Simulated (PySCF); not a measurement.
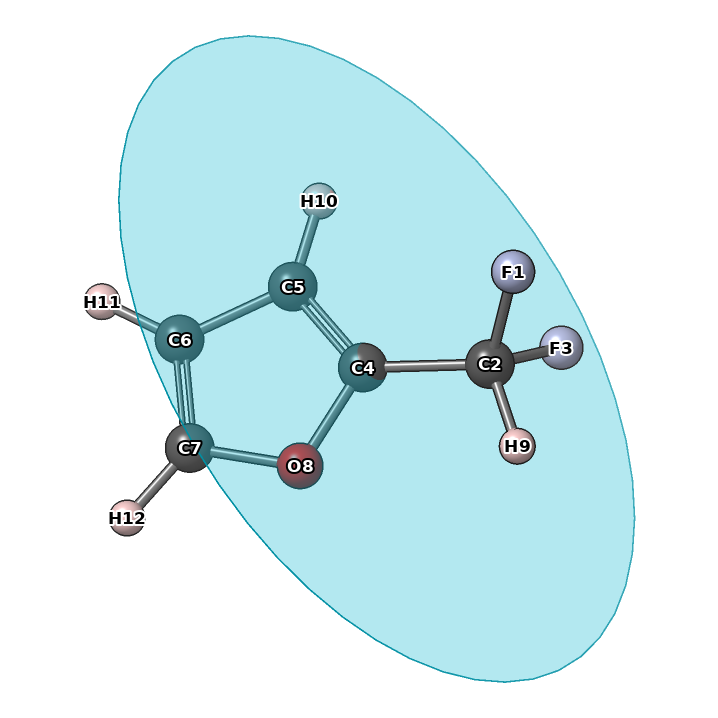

A disc through the centre of mass is drawn in. Distant atoms are faded towards the background colour. The computed structure is the end point of a GFN2-xTB optimisation. No frequency run is at hand to confirm it as a minimum.

Is the plane of the disc a mirror plane of the structure?

No. The point group is Cs, with 1 mirror plane, and this plane isn't one of its mirror planes.
